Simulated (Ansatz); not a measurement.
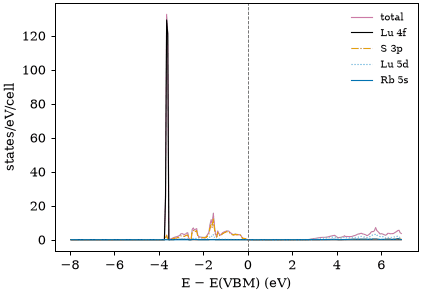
*Total and projected density of states of RbLuS₂ in space group R-3m (No. 166; Lu on 3b, S on 6c, Rb on 3a), r²SCAN (plane waves, PAW; program Ansatz)*

### Question
Which orbitals carry the states next to the gap?

### Answer
Top 1 eV of the valence band: S 3p 91 %. Bottom 1 eV of the conduction band: Lu 5d 69 %, S 3p 8 %, Rb 5s 6 %, outside the projected shells 13 %. Projections are on Löwdin-orthogonalised atomic valence shells; empty p or d shells of many metals are not among them.

### Question
Where is the tallest occupied peak in this window, and what makes it?

### Answer
Near -3.6 eV, about 130 states/eV per cell; the largest projected share is Lu 4f.

The workflow started from an entry of the Crystallography Open Database (COD, 293 K). Whether it is the stable phase at ambient conditions was not checked. The cell was relaxed with r²SCAN under the symmetry of its start; whether a distortion lowers the energy is not shown. Spin–orbit coupling is left out wherever it is not named.

Potentials: the later of the program's two PAW sets.
